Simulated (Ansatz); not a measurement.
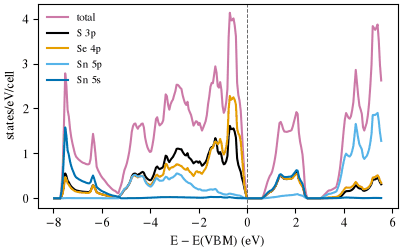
*Total and projected density of states of SnSeS in space group P3m1 (No. 156; Sn on 1b, Se on 1a, S on 1c), LDA (plane waves, PAW; program Ansatz)*

Question: Which orbitals carry the states next to the gap?

Answer: Top 1 eV of the valence band: Se 4p 57 %, S 3p 37 %. Bottom 1 eV of the conduction band: Sn 5s 32 %, Se 4p 29 %, S 3p 29 %, outside the projected shells 6 %. Projections are on Löwdin-orthogonalised atomic valence shells; empty p or d shells of many metals are not among them.

Question: Where is the tallest occupied peak in this window, and what makes it?

Answer: Near -0.7 eV, about 4.1 states/eV per cell; the largest projected share is Se 4p.

The first step of the workflow began from a Materials Project structure, measured or hypothetical; the Crystallography Open Database copy checked does not list it. With Se and S taken as one species the cell has the higher symmetry P-3m1, so it may be an ordered model of a mixed-site phase. Whether it is the stable phase at ambient conditions was not checked. The LDA relaxation kept the symmetry of its start; its stability against distortions is not shown here. A crystal of weakly bound layers computed without a dispersion correction: the cell and the soft elastic constants depend strongly on that. Spin–orbit coupling is left out wherever it is not named.

Potentials: the later of the program's two PAW sets.
